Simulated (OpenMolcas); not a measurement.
# doublet CH7AlOSi+ at 6 levels

Wanted: a comparison of 6 runs (UHF/STO-3G, U-revPBE/cc-pVDZ, UBHLYP/cc-pVDZ, UM06-L/cc-pVDZ, UTPSS/cc-pVDZ, ROMP2/cc-pVDZ) of doublet CH7AlOSi+. 

The calculation is run with OpenMolcas 26.06.

1 further run of the same task is left out (set aside as unsound or not needed).

### 1 The structure to begin with

CH7AlOSi+ has 11 atoms, charge +1, and is taken as a doublet. SMILES of the parent species: `[CH3][AlH][O][SiH3]`. Geometry: relaxed at PBE0-D4/def2-TZVP. This is one conformer, not always the lowest. That shape belongs to the parent species and isn't relaxed for this state.

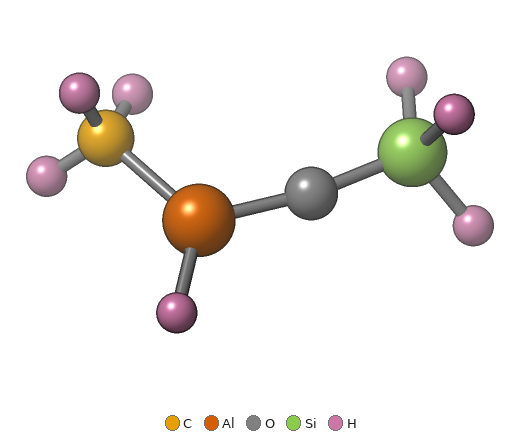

Viewed from a chosen angle; carbon amber, aluminium orange, oxygen grey, silicon green, hydrogen pink.

### 2 A single-point energy at UHF/STO-3G (run 1)

Input file geom.xyz:

```xyz
11

C     -1.516100     1.536800    -0.427400
Al    -1.148200    -0.171900     0.419400
O      0.407500    -0.823300     0.350400
Si     1.960700    -1.220800     0.113400
H     -0.796600     1.774200    -1.214900
H     -1.467000     2.345400     0.310900
H     -2.521600     1.566500    -0.857000
H     -2.226500    -1.018100     1.209700
H      2.731500    -1.046600     1.374000
H      2.573500    -0.359900    -0.936300
H      2.068100    -2.639400    -0.321500
```

Input file run.inp:

```
&GATEWAY
BASLIB=$CurrDir
COORD=geom.xyz
BASIS=STO-3G
GROUP=NoSym
&SEWARD
&SCF
UHF
CHARGE=1
SPIN=2
THRESHOLDS=1e-10 1e-07 1e-07 1e-05
PRORBITALS=1 2
```

The basis set STO-3G is read from a file made from the Basis Set Exchange's data (not shown).

Started as:

```bash
$ export MOLCAS_MEM=1860
$ pymolcas run.inp > run.log
```

The program printed:

```text
--- Start Module: gateway ---
[...]
--- Stop Module: gateway /rc=_RC_ALL_IS_WELL_ ---
--- Start Module: seward ---
[...]
      Basis functions           35
--- Stop Module: seward /rc=_RC_ALL_IS_WELL_ ---
--- Start Module: scf ---
[...]
       Convergence after  29 Iterations
[...]
::    Total SCF energy                               -639.8322997374
[...]
      Total spin, S                                     0.5037385205
[...]
      Total electronic charge=   47.000000
      Total            charge=    1.000000
[...]
      Dipole Moment (debye):
      Origin of the operator (angstrom)=    0.1396   -0.3654    0.1614
                   X=  1.0260E+00               Y= -1.2516E+00               Z=  2.7208E-01           Total=  1.6411E+00
      Center of Charge (angstrom)
[...]
--- Stop Module: scf /rc=_RC_ALL_IS_WELL_ ---
[...]
```

Wall time 1.5 s (1 thread of Intel Xeon 6975P-C (Granite Rapids), shared host); peak memory 0.37 GiB.

### 3 A single-point energy at U-revPBE/cc-pVDZ (run 2)

Input file mol.xyz:

```xyz
11

C     -1.516100     1.536800    -0.427400
Al    -1.148200    -0.171900     0.419400
O      0.407500    -0.823300     0.350400
Si     1.960700    -1.220800     0.113400
H     -0.796600     1.774200    -1.214900
H     -1.467000     2.345400     0.310900
H     -2.521600     1.566500    -0.857000
H     -2.226500    -1.018100     1.209700
H      2.731500    -1.046600     1.374000
H      2.573500    -0.359900    -0.936300
H      2.068100    -2.639400    -0.321500
```

Input file calc.input:

```
&gateway
 baslib = $CurrDir
 coord = mol.xyz
 basis = cc-pVDZ
 group = NoSym

&seward
 gridinput
 Grid=UltraFine
 End of Grid

&scf
 uhf
 charge = 1
 spin = 2
 ksdft = revPBE
 thresholds = 1e-10 1e-07 1e-07 1e-05
 prorbitals = 1 2
```

The basis set cc-pVDZ is read from a file made from the Basis Set Exchange's data (not shown).

Started as:

```bash
$ export MOLCAS_MEM=1860
$ pymolcas calc.input > calc.log
```

The program printed:

```text
--- Start Module: gateway ---
[...]
--- Stop Module: gateway /rc=_RC_ALL_IS_WELL_ ---
--- Start Module: seward ---
[...]
      Basis functions           99
--- Stop Module: seward /rc=_RC_ALL_IS_WELL_ ---
[...]
--- Start Module: scf ---
[...]
       Convergence after  30 Iterations
[...]
::    Total KS-DFT energy                            -649.0339541749
[...]
      Total spin, S                                     0.5017865323
[...]
      Total electronic charge=   47.000000
      Total            charge=    1.000000
[...]
      Dipole Moment (debye):
      Origin of the operator (angstrom)=    0.1396   -0.3654    0.1614
                   X= -1.9030E+00               Y=  1.5818E+00               Z= -6.0306E-01           Total=  2.5471E+00
      Center of Charge (angstrom)
[...]
--- Stop Module: scf /rc=_RC_ALL_IS_WELL_ ---
[...]
```

Wall time 86 s (1 thread of Intel Xeon 6975P-C (Granite Rapids), shared host); peak memory 0.55 GiB.

Runs 3 to 5 aren't shown in full; the table further down has their settings and results.

### 4 A single-point energy at ROMP2/cc-pVDZ (run 6)

Input file run.inp:

```
&GATEWAY
BasLib
$CurrDir
Coord
11
angstrom
C       -1.516100       1.536800      -0.427400
Al      -1.148200      -0.171900       0.419400
O        0.407500      -0.823300       0.350400
Si       1.960700      -1.220800       0.113400
H       -0.796600       1.774200      -1.214900
H       -1.467000       2.345400       0.310900
H       -2.521600       1.566500      -0.857000
H       -2.226500      -1.018100       1.209700
H        2.731500      -1.046600       1.374000
H        2.573500      -0.359900      -0.936300
H        2.068100      -2.639400      -0.321500
Basis
cc-pVDZ
Group
NoSym
&SEWARD
&SCF
UHF
Charge
1
Spin
2
Thresholds
1e-10 1e-07 1e-07 1e-05
PrOrbitals
1 2
&RASSCF
FileOrb
$Project.UnaOrb
Spin
2
Nactel
1 0 0
Inactive
23
Ras2
1
OutOrbitals
Canonical
OrbListing
Few
&CASPT2
IPEA
0.0
Frozen
12
```

The basis set cc-pVDZ is read from a file made from the Basis Set Exchange's data (not shown).

Started as:

```bash
$ export MOLCAS_MEM=1860
$ pymolcas run.inp > run.log
```

The program printed:

```text
--- Start Module: gateway ---
[...]
--- Stop Module: gateway /rc=_RC_ALL_IS_WELL_ ---
[...]
      Basis functions           99
[...]
       Convergence after  31 Iterations
[...]
::    Total SCF energy                               -647.3924374444
[...]
      Total spin, S                                     0.5233396957
[...]
--- Start Module: rasscf ---
[...]
      Number of active orbitals                  1
[...]
      Spin quantum number                      0.5
[...]
      Active orbitals                            1
[...]
      Number of CSFs                             1
[...]
      Number of root(s) required                 1
[...]
      Convergence after 13 iterations
[...]
      printout of CI-coefficients larger than  0.05 for root  1
      energy=    -647.386063
      conf/sym  1     Coeff  Weight
             1  u   1.00000 1.00000
      Natural orbitals and occupation numbers for root  1
      sym 1:   1.000000
      ************************************************************************************************************************
      *                                                    Final results                                                     *
[...]
::    RASSCF root number  1 Total energy:   -647.38606312
[...]
      Total electronic charge=   47.000000
      Total            charge=    1.000000
[...]
      Dipole Moment (debye):
      Origin of the operator (angstrom)=    0.1396   -0.3654    0.1614
                   X= -7.1075E+00               Y=  5.9912E+00               Z= -1.3198E+00           Total=  9.3890E+00
      Center of Charge (angstrom)
[...]
--- Stop Module: rasscf /rc=_RC_ALL_IS_WELL_ ---
[...]
--- Start Module: caspt2 ---
[...]
 ###    WARNING: User changed nr of frozen orbitals.                         ###
 ###############################################################################
[...]
      E2 (Variational):          -0.4797119328
      Total energy:            -647.8657750487
[...]
      Reference weight:           0.85057
[...]
::    CASPT2 Root  1     Total energy:   -647.86577505
[...]
--- Stop Module: caspt2 /rc=_RC_ALL_IS_WELL_ ---
[...]
```

It took 21 s on 1 thread of Intel Xeon 6975P-C (Granite Rapids), shared host; peak memory 0.55 GiB.

### 5 The series

| run | level | integration grid | frozen core orbitals | energy (Eh) | HOMO energy (eV) | LUMO energy (eV) | ⟨S²⟩ | wall time |
| --- | --- | --- | --- | --- | --- | --- | --- | --- |
| 1 | UHF/STO-3G | – | – | -639.832300 | -14.43 | -1.95 | 0.757 | 1.5 s |
| 2 | U-revPBE/cc-pVDZ | UltraFine | – | -649.033954 | -12.24 | -11.94 | 0.754 | 86 s |
| 3 | UBHLYP/cc-pVDZ | UltraFine | – | -649.107970 | -14.19 | -11.09 | 0.772 | 75 s |
| 4 | UM06-L/cc-pVDZ | UltraFine | – | -649.174435 | -12.52 | -12.09 | 0.756 | 2.2 min |
| 5 | UTPSS/cc-pVDZ | UltraFine | – | -649.260244 | -12.47 | -12.04 | 0.755 | 2.2 min |
| 6 | ROMP2/cc-pVDZ | – | 12 | -647.865775 | – | – | – | 21 s |

### 6 Results

| quantity | value |
| --- | --- |
| run 6: total energy | -647.86578 Eh |

In words: Totals of different functionals can't be ranked against each other. In run 1 the basis is minimal, so the values are rough. All runs together took 7.4 min, the longest 2.2 min.
